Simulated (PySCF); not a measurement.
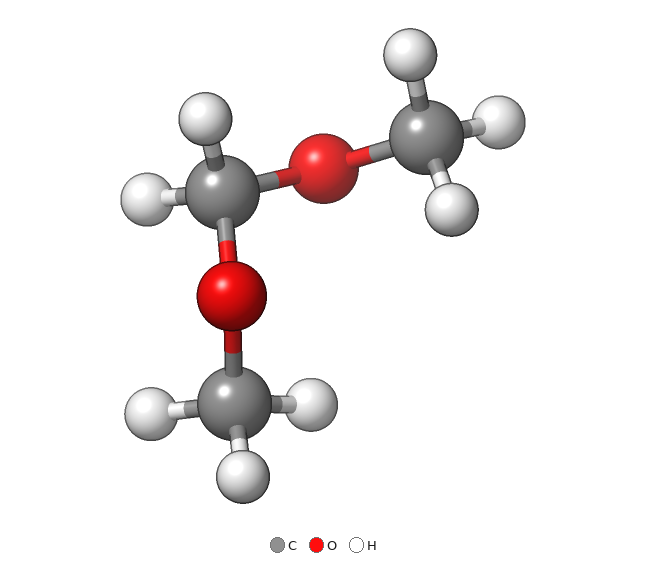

Rendered structure (ball-and-stick style). Every bond is drawn as one stick, whatever its order.

Computed geometry: GFN2-xTB optimisation. No frequency run is at hand to confirm it as a minimum.

**Which formula does it have?**

C₃H₈O₂, 13 atoms: 3 carbon, 8 hydrogen and 2 oxygen.

**Write the SMILES.**

COCOC

**Describe its rings.**

It has no ring.

**How many atoms are distinct by symmetry?**

7: 2 C, 2 O, 1 C, 2 H, 2 H, 2 H, 2 H.

More results for the same structure follow; atom numbers are the same in all pictures, views and colours differ.

**Geometry**

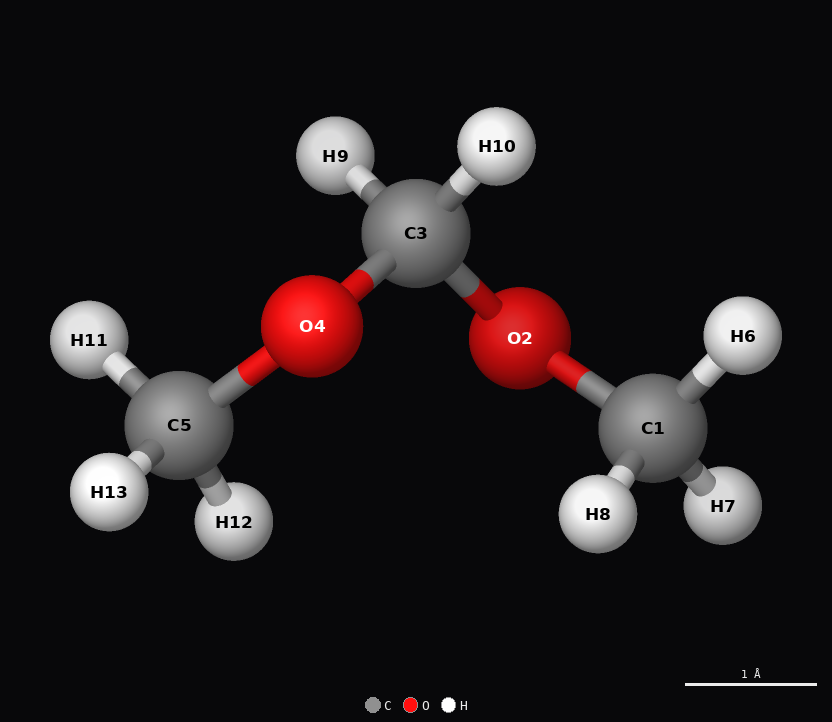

The atoms are numbered. No frequency run is at hand to confirm it as a minimum.

Give the bond lengths.

| bond | length (Å) | order |
| --- | --- | --- |
| C1–O2 | 1.413 | single |
| C1–H6 | 1.096 | single |
| C1–H7 | 1.088 | single |
| C1–H8 | 1.094 | single |
| O2–C3 | 1.394 | single |
| C3–O4 | 1.394 | single |
| C3–H9 | 1.101 | single |
| C3–H10 | 1.101 | single |
| O4–C5 | 1.413 | single |
| C5–H11 | 1.096 | single |
| C5–H12 | 1.094 | single |
| C5–H13 | 1.088 | single |

**Dipole moment**

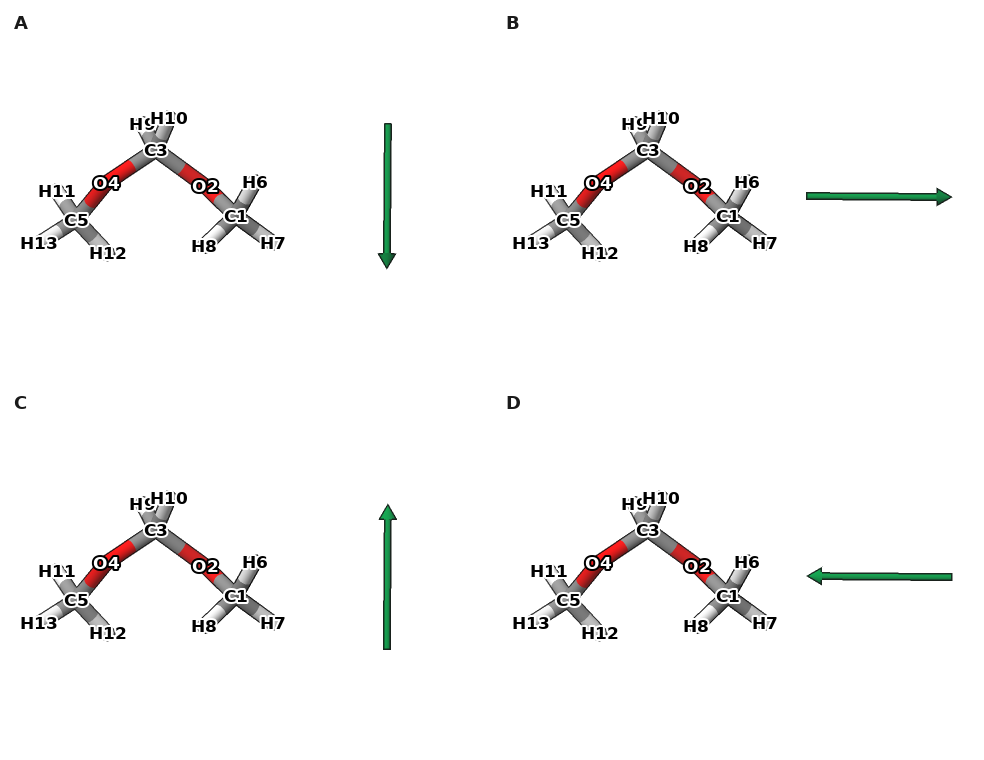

The same molecule four times, each with an arrow. No frequency run is at hand to confirm it as a minimum. Method: B3LYP/pcJ-1, gas phase (PySCF 2.14.0).

**Which arrow points along the dipole moment, from the negative to the positive end?**

A. The dipole moment is 0.29 D; it points from the side of H9, H10 to the side of H8, H12, H13 (the outermost atoms at the two ends).

**NMR shielding**

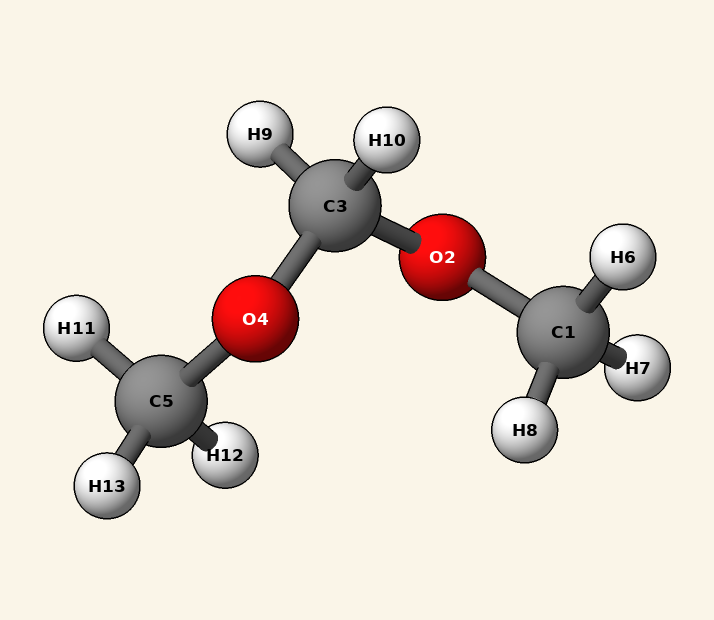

No frequency run is at hand to confirm it as a minimum. Level of theory: GIAO PBE0/pcSseg-1 NMR shielding, non-relativistic, gas phase (PySCF 2.14.0). Principal shieldings σ11 ≤ σ22 ≤ σ33, span Ω = σ33 − σ11, skew κ = 3(σiso − σ22)/Ω.

**Which C atom has the most anisotropic shielding?**

C1, C5, with a span of 89 ppm.

Give the shielding tensors of the C atoms.

```
  atom   σ11    σ22    σ33   σiso     Ω      κ
C1, C5  93.7  114.0  183.0  130.2  89.3   0.54
    C3  58.7   87.8  110.1   85.5  51.5  −0.13
```

Shieldings and span in ppm.

**Charges**

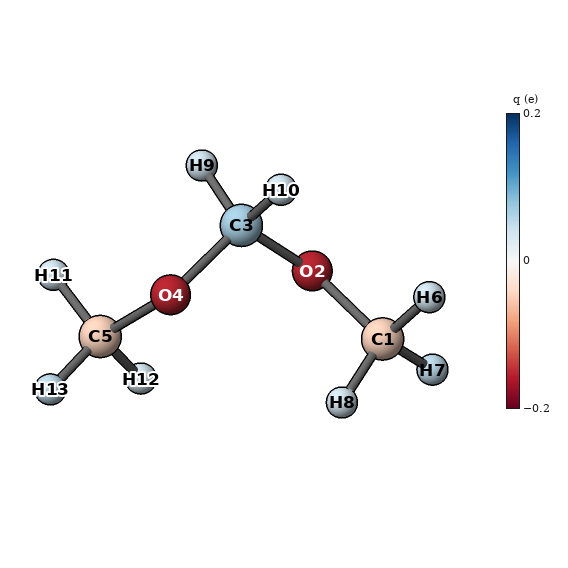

Atoms are coloured by their Hirshfeld charges. No frequency run is at hand to confirm it as a minimum. Method: PBE0/pcSseg-1, gas phase (PySCF 2.14.0).

**Which atom carries the highest charge (most positive or least negative)?**

C3 (0.07 e).

**And the lowest?**

O2, O4 (−0.15 e).

Give the Hirshfeld charges atom by atom.

```
atom  value (e)
  C1      −0.04
  O2      −0.15
  C3       0.07
  O4      −0.15
  C5      −0.04
  H6       0.04
  H7       0.05
  H8       0.04
  H9       0.04
 H10       0.04
 H11       0.04
 H12       0.04
 H13       0.05
```

**Quadrupole coupling**

No frequency run is at hand to confirm it as a minimum. Electric field gradients from the ground-state density, B3LYP/pcJ-1 (PySCF 2.14.0), non-relativistic apart from any core potentials.

Give the largest field-gradient component, the quadrupole coupling constant and the asymmetry for 17O at O2 (Q = −25.6 mb).

```tsv
atom	V_zz (a.u.)	e²qQ/h (MHz)	η
O2	1.931	−11.61	0.89
```
